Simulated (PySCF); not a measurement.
Consider C5H8AlF3O.

```xyz
18

C     3.3376   -0.8152    0.2563
O     1.9594   -0.8030    0.0211
Al    0.3635   -0.8610   -0.3384
C    -0.8029    0.8371   -0.5825
C    -1.1043    1.5463   -1.9058
C    -2.0220    0.2383    0.0078
F    -3.2301    0.4878   -0.5173
C    -1.9178   -0.6199    1.0189
F    -2.8269   -1.2628    1.7315
F    -0.6520   -0.8873    1.4884
H     3.6531    0.1389    0.6832
H     3.5885   -1.6188    0.9514
H     3.8724   -0.9791   -0.6820
H    -0.2722   -2.1610   -0.8228
H    -0.4320    1.5992    0.1260
H    -0.1884    1.9698   -2.3097
H    -1.5063    0.8463   -2.6343
H    -1.8283    2.3505   -1.7683
```

Geometry: GFN2-xTB.

All numbers below come from PBE0/pcSseg-1, SCF density, gas phase, non-relativistic (PySCF 2.14.0).

### Predict the electron density and electron localisation function between the atoms.

C–F (1.32 Å): ρ is about 2.4 e/Å³ halfway; the ELF peaks at about 0.85 between the atoms: a shared but strongly polarised pair.
C–C (1.33 Å): ρ at the midpoint is about 2.3 e/Å³; the ELF peaks at about 0.90 between the atoms: a multiple bond.

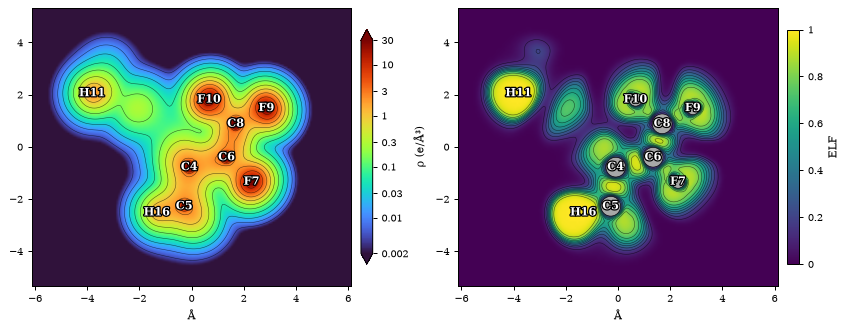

Computed electron density and electron localisation function on the plane of atoms F9, C8 and F10, in this order. Grey discs cover the atomic cores in the ELF map. 
